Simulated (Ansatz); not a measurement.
**F$_{3}$Ga (GaF3): density, localisation and related maps**

The calculation's input:

```
crystal:
  periodic: [false, false, false]
  atoms:
    - {symbol: Ga, position_ang: [-0.000268, -0.000393, -0.000016]}
    - {symbol: F, position_ang: [1.745571, -0.027163, 0.013219]}
    - {symbol: F, position_ang: [-0.848109, 1.525940, -0.017371]}
    - {symbol: F, position_ang: [-0.897193, -1.498384, 0.004168]}
basis:
  gaussian: {orbitals: def2-TZVP, initial_orbitals: start.molden}
hamiltonian: {xc: pbe0, dispersion: d4}
scf: {omitted_lower_state_checks: [starts]}
output: {orbitals: {seedname: orbitals}}
```

Run with:

```sh
ansatz run in.yaml --threads 4 --pin off --events-out ev --progress --plain --max-ram 3916MiB
```

Geometry: PBE-D4/def2-TZVP.

The calculation used Ansatz, RKS PBE0-D4/def2-TZVP.

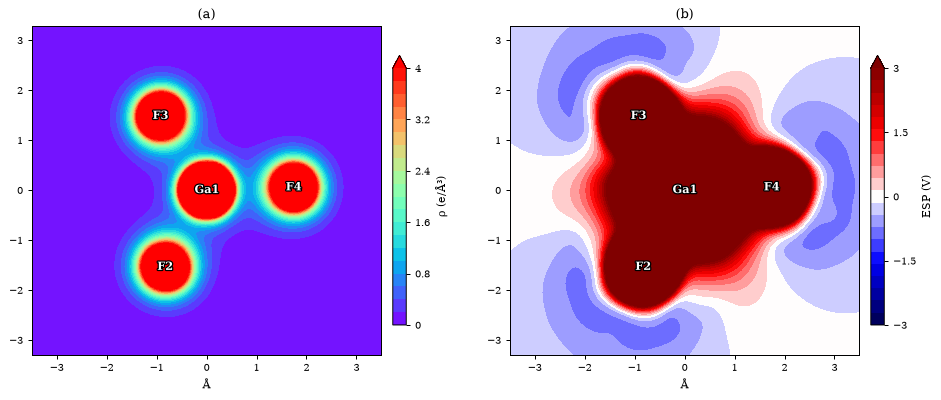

Figure 1. (a) total electron density; (b) molecular electrostatic potential on the molecular plane.

Describe what can be read from this map.

Answer. The plane passes through Ga and F nuclei.
Ga–F (1.75 Å): ρ at the midpoint is about 0.92 e/Å³.
Outside the dense part of the molecule the potential is most negative (−0.9 V) near F2, F3 and F4.

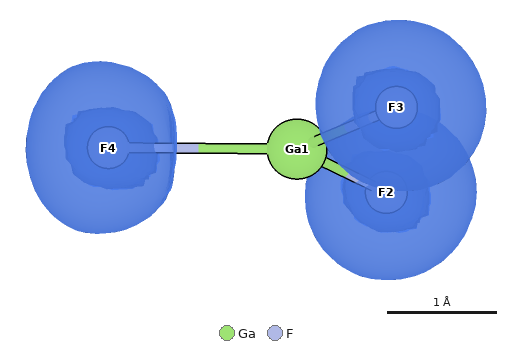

Figure 2. Isosurface of the electron localisation function at 0.75 (blue), seen from one side. Core shells and regions of very low density are left out.

What do the ELF domains correspond to?

Answer. The ELF exceeds this value in three regions wrapped around F (the valence shell of each).


Ga–F (1.75 Å): the ELF peaks at about 0.80 in the valence shell of F, 0.5 Å from its nucleus, and is about 0.20 at the midpoint.

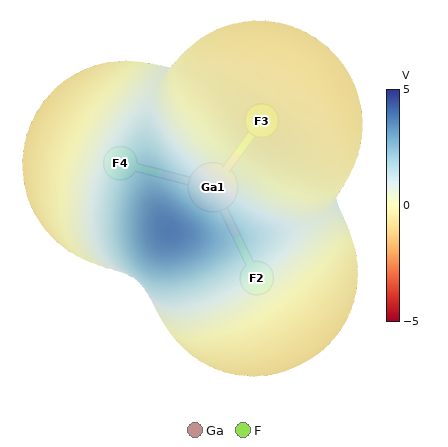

Figure 3. The electrostatic potential painted on the density surface at 0.001 e/bohr³, seen at a tilt; red is negative and blue positive.

Where is the surface potential most negative and most positive?

Answer. The most negative region (about −0.8 V) lies over F2, F3 and F4, the most positive (about +4.0 V) over Ga1.
